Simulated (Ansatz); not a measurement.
**Geometry relaxation, with input and output: C3H11NSi (part 1 of 2)**

System: C3H11NSi.
Method: RKS PBE/STO-3G (Ansatz 0.2.0).

It belongs to a series of runs on one base structure; here: start relaxed. Figures and captions count atoms from 1; the log counts them from 0 in places.

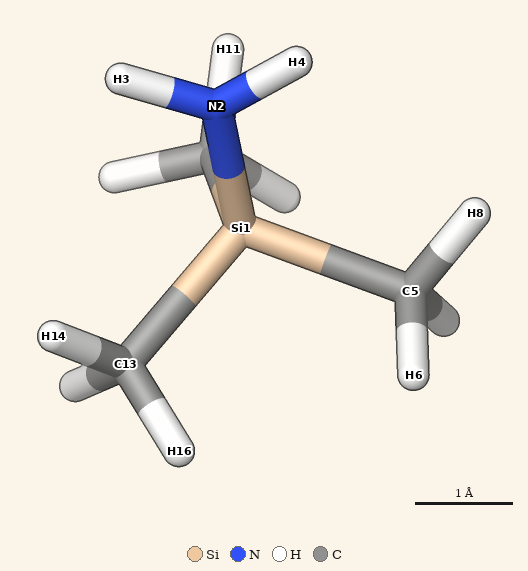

*The input geometry (stick view, seen at a tilt; atoms are numbered from 1 in the order of the input).*

Bond lengths as drawn: C–H 1.11 Å, C–Si 1.87 Å, H–N 1.06 Å and N–Si 1.82 Å.

### The input
```yaml
crystal:
  periodic: [false, false, false]
  atoms:
    - { symbol: Si, position_ang: [0.0, 0.0, 0.0] }
    - { symbol: "N", position_ang: [0.0, 0.0, 1.82] }
    - { symbol: H, position_ang: [-0.877, -0.2713, 2.35] }
    - { symbol: H, position_ang: [0.877, 0.2713, 2.35] }
    - { symbol: C, position_ang: [1.7634, 0.0, -0.6227] }
    - { symbol: H, position_ang: [2.1111, -1.0463, -0.7509] }
    - { symbol: H, position_ang: [1.8119, 0.5276, -1.5981] }
    - { symbol: H, position_ang: [2.4154, 0.5187, 0.1108] }
    - { symbol: C, position_ang: [-0.8808, 1.5259, -0.6227] }
    - { symbol: H, position_ang: [-1.9334, 1.2723, -0.8671] }
    - { symbol: H, position_ang: [-0.8624, 2.3106, 0.1622] }
    - { symbol: H, position_ang: [-0.3704, 1.9025, -1.5336] }
    - { symbol: C, position_ang: [-0.8808, -1.5259, -0.6227] }
    - { symbol: H, position_ang: [-1.3804, -2.0377, 0.2261] }
    - { symbol: H, position_ang: [-1.6409, -1.2332, -1.3768] }
    - { symbol: H, position_ang: [-0.1449, -2.2146, -1.0879] }
basis:
  gaussian: { orbitals: STO-3G }
hamiltonian:
  xc: pbe
relax:
  f_tol: 0.02
  max_steps: 40
output:
  orbitals: {}
```

Launched with:
```bash
ansatz run input.yaml --threads 1 --pin off --max-ram 2048MiB --backend cpu --events-out ev --progress --plain --runs-dir out
```

### Log
```
The last accepted step is kept in [file] (removed where the run ends without a failure and the disk answers)
Engine: ansatz 0.2.0, x86_64-unknown-linux-gnu
Functional definition: PBE
  parameter kappa = 0.804
  parameter beta = 0.06672455060314922
  exchange = pbe_x(kappa = kappa, mu = beta*pi^2/3)
  correlation = pbe_c(beta = beta)
571 factors; integrals over basis functions are off by at most 1.1e-5 eV
mean field evaluation 1: about -12496.5374 eV, gradient 2.8e1 eV
mean field evaluation 2: about -12494.9850 eV, gradient 3.6e1 eV
mean field evaluation 4: about -12498.8596 eV, gradient 1.5e0 eV
mean field evaluation 8: about -12498.7094 eV, gradient 1.9e-2 eV
mean field -12498.70942986 eV, -459.3190996180 hartree, gradient 7.4e-5 eV, S^2 0.000000; 0 other end points of the search recorded, 0 dependent functions left out
the calculation of the forces begins
reference -12498.70945956 eV, -459.3191007091 hartree; 25, 25 occupied and 15, 15 virtual orbitals, 571 factors
relax step   1: F+E_penalty+E_count = -12498.70942986 eV  Δ(F+E_penalty+E_count) = +0.000e0 eV  max|allowed force component| = 2.678e0 eV/Å  Δτ_max = 0.0000 Å  (21 SCF iters, accepted)
these checks for a lower state are left out or cut short: starts, cluster_reference, orbital_swaps, neighbouring_geometries, increment
571 factors; integrals over basis functions are off by at most 1.3e-5 eV
mean field evaluation 16: about -12498.9630 eV, gradient 2.0e-1 eV
mean field -12498.96325976 eV, -459.3284276946 hartree, gradient 1.8e-5 eV, S^2 0.000000; 0 other end points of the search recorded, 0 dependent functions left out
[... from here on the field's lines of each further geometry are left out, up to the last ...]
relax step   2: F+E_penalty+E_count = -12498.96325976 eV  Δ(F+E_penalty+E_count) = -2.538e-1 eV  max|allowed force component| = 1.335e0 eV/Å  Δτ_max = 0.1425 Å  (23 SCF iters, accepted)
relax step   3: F+E_penalty+E_count = -12499.01905661 eV  Δ(F+E_penalty+E_count) = -5.580e-2 eV  max|allowed force component| = 2.605e-1 eV/Å  Δτ_max = 0.0851 Å  (23 SCF iters, accepted)
relax step   4: F+E_penalty+E_count = -12499.05107416 eV  Δ(F+E_penalty+E_count) = -3.202e-2 eV  max|allowed force component| = 9.983e-1 eV/Å  Δτ_max = 0.1215 Å  (24 SCF iters, accepted)
relax step   5: F+E_penalty+E_count = -12499.07476033 eV  Δ(F+E_penalty+E_count) = -2.369e-2 eV  max|allowed force component| = 2.093e0 eV/Å  Δτ_max = 0.1920 Å  (25 SCF iters, accepted)
relax step   6: F+E_penalty+E_count = -12499.15082468 eV  Δ(F+E_penalty+E_count) = -7.606e-2 eV  max|allowed force component| = 8.980e-1 eV/Å  Δτ_max = 0.0780 Å  (22 SCF iters, accepted)
relax step   7: F+E_penalty+E_count = -12499.20203490 eV  Δ(F+E_penalty+E_count) = -5.121e-2 eV  max|allowed force component| = 1.557e-1 eV/Å  Δτ_max = 0.1429 Å  (24 SCF iters, accepted)
relax step   8: F+E_penalty+E_count = -12499.20226766 eV  Δ(F+E_penalty+E_count) = -2.328e-4 eV  max|allowed force component| = 4.984e-1 eV/Å  Δτ_max = 0.1954 Å  (24 SCF iters, accepted)
relax step   9: F+E_penalty+E_count = -12499.21974633 eV  Δ(F+E_penalty+E_count) = -1.748e-2 eV  max|allowed force component| = 1.277e-1 eV/Å  Δτ_max = 0.0260 Å  (24 SCF iters, accepted)
relax step  10: F+E_penalty+E_count = -12499.22061213 eV  Δ(F+E_penalty+E_count) = -8.658e-4 eV  max|allowed force component| = 5.498e-2 eV/Å  Δτ_max = 0.1446 Å  (23 SCF iters, accepted)
relax step  11: F+E_penalty+E_count = -12499.22516499 eV  Δ(F+E_penalty+E_count) = -4.553e-3 eV  max|allowed force component| = 1.866e-2 eV/Å  Δτ_max = 0.0861 Å  (24 SCF iters, accepted)
relax step  12: F+E_penalty+E_count = -12499.22293403 eV  Δ(F+E_penalty+E_count) = +2.231e-3 eV  max|allowed force component| = 2.770e-1 eV/Å  Δτ_max = 0.1241 Å  (23 SCF iters, rejected (line search))
relax step  13: F+E_penalty+E_count = -12499.22550604 eV  Δ(F+E_penalty+E_count) = -3.410e-4 eV  max|allowed force component| = 1.825e-1 eV/Å  Δτ_max = 0.0605 Å  (23 SCF iters, accepted)
relax step  14: F+E_penalty+E_count = -12499.22658980 eV  Δ(F+E_penalty+E_count) = -1.084e-3 eV  max|allowed force component| = 5.737e-2 eV/Å  Δτ_max = 0.0294 Å  (24 SCF iters, accepted)
relax step  15: F+E_penalty+E_count = -12499.22679427 eV  Δ(F+E_penalty+E_count) = -2.045e-4 eV  max|allowed force component| = 1.657e-2 eV/Å  Δτ_max = 0.0122 Å  (20 SCF iters, accepted)
the calculation of the forces begins
reference -12499.22691691 eV, -459.3381169161 hartree; 25, 25 occupied and 15, 15 virtual orbitals, 575 factors
relax step  16: F+E_penalty+E_count = -12499.22688795 eV  Δ(F+E_penalty+E_count) = -9.368e-5 eV  max|allowed force component| = 5.682e-3 eV/Å  Δτ_max = 0.0213 Å  (24 SCF iters, accepted)
575 factors; integrals over basis functions are off by at most 3.2e-5 eV
mean field evaluation 128: about -12499.2269 eV, gradient 2.8e-3 eV
```

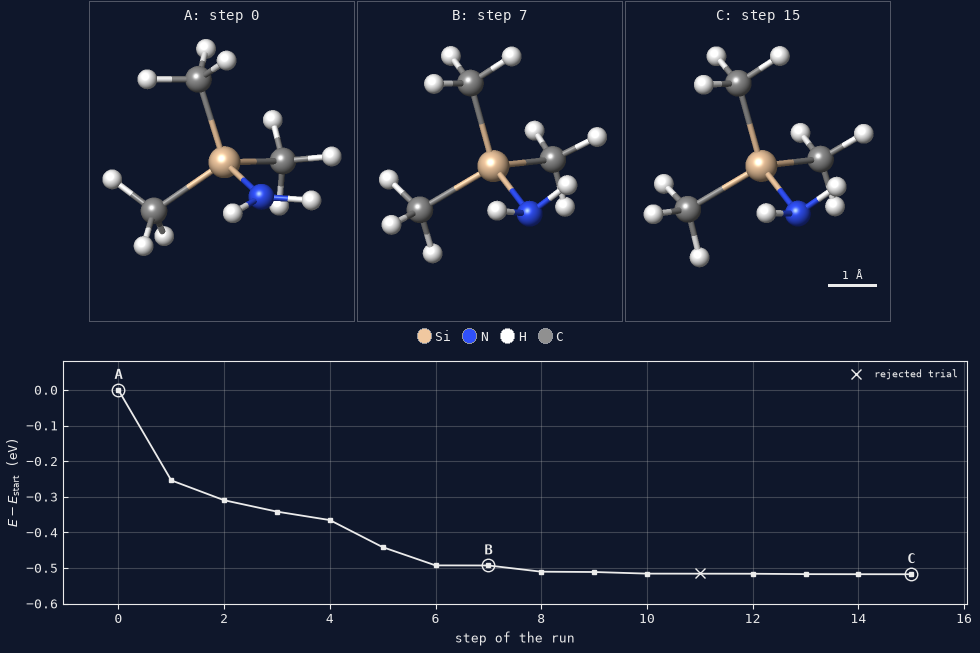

*Frames of the relaxation (ball-and-stick view, seen at a tilt) above the curves, on which the letters mark them (the first geometry is step 0 here and step 1 in the log).*

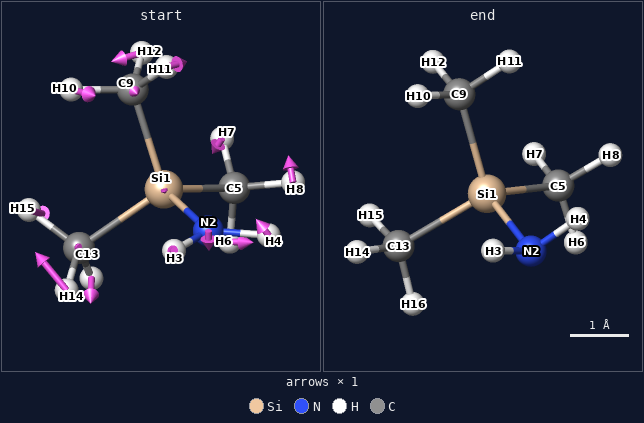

*Before (left) and after (right) the relaxation, at one scale (ball-and-stick view, seen at a tilt). The pink arrows give the displacements, at true length.*

Over 15 geometry steps the energy falls by 0.517 eV. The largest force component goes from 2.7 to 0.0057 eV/Å. The line search rejected the trial step at point 11 (counted from 0) and went back. The largest move after the best rigid fit is that of H14, 0.87 Å. By element the largest moves are H 0.87 Å, N 0.41 Å, C 0.21 Å, Si 0.08 Å. Among the contacts that change: Si1–C9 1.869 → 1.895 Å, Si1–N2 1.820 → 1.805 Å, Si1–C13 1.869 → 1.882 Å, C13–H14 1.110 → 1.103 Å. Among the angles that change: H3–N2–H4 120.0° → 101.1°, Si1–N2–H3 120.0° → 106.7°, N2–Si1–C9 109.5° → 113.9°. (Atoms are counted from 1 in the order of the input.)

```
mean field -12499.22688795 eV, -459.3381158520 hartree, gradient 1.6e-5 eV, S^2 0.000000; 1 other end points of the search recorded, 0 dependent functions left out
the calculation of the forces begins
reference -12499.22691691 eV, -459.3381169161 hartree; 25, 25 occupied and 15, 15 virtual orbitals, 575 factors
Total energy: -12499.22691691 eV, -459.3381169161 hartree
Atom 0 at     0.036278    -0.069564     0.023438 Å, force     0.002531     0.005682    -0.004588 eV/Å
Atom 1 at     0.163095    -0.381718     1.796618 Å, force     0.001173    -0.000280     0.000758 eV/Å
Atom 2 at    -0.828591    -0.342945     2.185692 Å, force    -0.002677    -0.001149     0.000922 eV/Å
Atom 3 at     0.589199     0.493265     2.231715 Å, force     0.000626    -0.000144    -0.001600 eV/Å
Atom 4 at     1.794035     0.049005    -0.639086 Å, force     0.000336    -0.001862     0.001495 eV/Å
Atom 5 at     2.366514    -0.863432    -0.404662 Å, force     0.001836    -0.000644    -0.000822 eV/Å
Atom 6 at     1.799675     0.178211    -1.734267 Å, force    -0.000520    -0.000117    -0.000002 eV/Å
Atom 7 at     2.334423     0.904510    -0.200495 Å, force    -0.000689     0.000122     0.000190 eV/Å
Atom 8 at    -0.893716     1.523362    -0.410736 Å, force    -0.001447     0.000057     0.002041 eV/Å
Atom 9 at    -1.931458     1.503707    -0.037338 Å, force    -0.000977     0.000909    -0.000102 eV/Å
Atom 10 at    -0.400950     2.412468     0.017585 Å, force    -0.000050    -0.000474    -0.000262 eV/Å
Atom 11 at    -0.938336     1.664598    -1.503901 Å, force     0.000172    -0.000557     0.000295 eV/Å
Atom 12 at    -0.876079    -1.534631    -0.727470 Å, force     0.000248     0.000915     0.001313 eV/Å
Atom 13 at    -1.899939    -1.620882    -0.326654 Å, force     0.001506    -0.001137    -0.002166 eV/Å
Atom 14 at    -0.954799    -1.436316    -1.823130 Å, force     0.000619    -0.001318     0.003257 eV/Å
Atom 15 at    -0.351553    -2.479740    -0.510708 Å, force    -0.002686    -0.000004    -0.000729 eV/Å
Dipole moment:    -0.151856     0.259985    -0.051920 e Å
```

### Trajectory as extended XYZ (Å, eV, eV/Å), 14 of the 16 frames kept, from step=1 to step=16
```
16
Properties=species:S:1:pos:R:3:forces:R:3 step=1 energy=-12498.70943
Si    0.0000    0.0000    0.0000    0.1173  -0.0290   2.6784
N     0.0000    0.0000    1.8200    0.1840  -0.1353  -1.9734
H    -0.8770   -0.2713    2.3500    1.2599   0.3892  -0.0936
H     0.8770    0.2713    2.3500   -1.2752  -0.3802  -0.0845
C     1.7634    0.0000   -0.6227    0.1850   0.0379   0.1623
H     2.1111   -1.0463   -0.7509    0.1389   0.3953  -0.0114
H     1.8119    0.5276   -1.5981    0.2143  -0.2005   0.2759
H     2.4154    0.5187    0.1108    0.0644  -0.1615  -0.3884
C    -0.8808    1.5259   -0.6227   -0.2045   0.2693  -0.1837
H    -1.9334    1.2723   -0.8671    0.2444   0.3678   0.0080
H    -0.8624    2.3106    0.1622   -0.1176  -0.0725  -0.3954
H    -0.3704    1.9025   -1.5336   -0.3503   0.0901   0.2194
C    -0.8808   -1.5259   -0.6227   -0.2298  -0.1747  -0.0923
H    -1.3804   -2.0377    0.2261    0.0425  -0.0515  -0.4132
H    -1.6409   -1.2332   -1.3768    0.1442  -0.3720   0.1744
H    -0.1449   -2.2146   -1.0879   -0.4177   0.0277   0.1174
16
Properties=species:S:1:pos:R:3:forces:R:3 step=2 energy=-12498.96326
Si   -0.0068   -0.0010    0.0031    0.1722  -0.0680   1.3349
N     0.0428   -0.0517    1.7705   -0.0943  -0.1408  -1.2970
H    -0.7861   -0.3130    2.3393    0.2668   0.1237   0.1062
H     0.8810    0.2319    2.3118   -0.2433  -0.0253   0.0889
C     1.7906    0.0208   -0.5707    0.1697  -0.0041  -0.1958
H     2.2061   -1.0005   -0.6550   -0.0853   0.0793   0.0454
H     1.8829    0.4933   -1.5653   -0.0035  -0.0418   0.0505
H     2.4469    0.5833    0.1175   -0.1297  -0.0002   0.0062
C    -0.9016    1.5421   -0.6299   -0.1819   0.2796  -0.1545
H    -1.9738    1.3544   -0.8250    0.1083  -0.0420   0.0583
H    -0.8464    2.3672    0.1029    0.0423  -0.0645  -0.0352
H    -0.4629    1.9158   -1.5735   -0.0036  -0.0834   0.0687
C    -0.9198   -1.5336   -0.6214   -0.1118  -0.1958  -0.1786
H    -1.4590   -2.0504    0.1916    0.0348   0.0846   0.0319
H    -1.6640   -1.2899   -1.3999    0.0527   0.0481   0.0273
H    -0.2220   -2.2688   -1.0594    0.0066   0.0508   0.0429
16
Properties=species:S:1:pos:R:3:forces:R:3 step=3 energy=-12499.01906
Si    0.0001   -0.0140    0.0221   -0.0034   0.0286  -0.2605
N     0.0520   -0.1056    1.7417    0.1257  -0.2207   0.1115
H    -0.7805   -0.3039    2.3233   -0.0332   0.0541   0.0756
H     0.8479    0.2540    2.2983   -0.0622   0.0750   0.0350
C     1.7921    0.0291   -0.5716    0.0843  -0.0212  -0.0153
H     2.2290   -0.9849   -0.6075   -0.0340   0.0632   0.0310
H     1.8811    0.4633   -1.5830   -0.0530  -0.0294   0.0534
H     2.4209    0.6362    0.1034   -0.0314  -0.0094  -0.0299
C    -0.8968    1.5360   -0.6115   -0.0866   0.1503  -0.0499
H    -1.9805    1.3591   -0.7402    0.1023   0.0089   0.0380
H    -0.7822    2.3818    0.0912    0.0102  -0.0652  -0.0702
H    -0.4984    1.8645   -1.5894   -0.0350  -0.0685   0.0853
C    -0.9221   -1.5330   -0.6339   -0.0338  -0.0455  -0.0446
H    -1.4933   -2.0257    0.1716    0.0042   0.0298  -0.0051
H    -1.6364   -1.2729   -1.4340    0.0438   0.0233   0.0168
H    -0.2251   -2.2838   -1.0438    0.0020   0.0267   0.0289
16
Properties=species:S:1:pos:R:3:forces:R:3 step=4 energy=-12499.05107
Si    0.0051   -0.0307    0.0293   -0.0962   0.1194  -0.7493
N     0.0703   -0.1744    1.7378    0.4190  -0.1462   0.9983
H    -0.7801   -0.2975    2.3211   -0.1363   0.0316  -0.0784
H     0.8042    0.3181    2.2987   -0.2303  -0.0512  -0.2828
C     1.7940    0.0315   -0.5705    0.0329   0.0116   0.0486
H     2.2568   -0.9714   -0.5537   -0.0182   0.0797   0.0061
H     1.8607    0.4177   -1.6027   -0.0064  -0.0376   0.0533
H     2.4030    0.6921    0.0735   -0.0333  -0.0488  -0.0784
C    -0.8933    1.5302   -0.5868   -0.0464   0.1207  -0.0015
H    -1.9908    1.3803   -0.6210    0.1996   0.0544   0.0167
H    -0.6930    2.3993    0.0720   -0.0383  -0.1454  -0.1578
H    -0.5589    1.8002   -1.6084   -0.0903  -0.0469   0.1788
C    -0.9209   -1.5344   -0.6585   -0.0066   0.0413   0.0447
H    -1.5437   -2.0005    0.1263    0.0255   0.0261  -0.0738
H    -1.5859   -1.2568   -1.4956    0.0618  -0.0244   0.0503
H    -0.2196   -2.3038   -1.0248   -0.0366   0.0157   0.0252
```
